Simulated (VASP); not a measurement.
Band structure of MgH$_{2}$ (rutile). All values below come from modified Becke-Johnson potential (mBJ), VASP's PBE PAW potentials (set 64) (plane waves; VASP 6.6.1).

mBJ is a potential without an energy functional, so only the levels count. The path is coarsely sampled, so an indirect gap can come out somewhat too large.

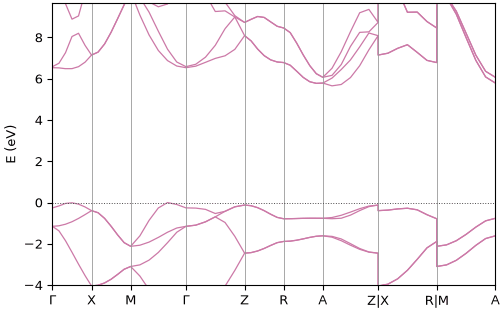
Fig. 1. Bands along high-symmetry lines, zero at the valence-band maximum or, without a gap, the Fermi level

### Question
Read the plot: is there a gap, and where are the band edges?

### Answer
The gap is indirect, 5.66 eV, from the valence maximum at M-Γ at 0.67 to the conduction minimum at A-Z at 0.17.

The compound is MgH2 in the rutile structure. It was relaxed first. The cell's shape comes from a PBE relaxation.
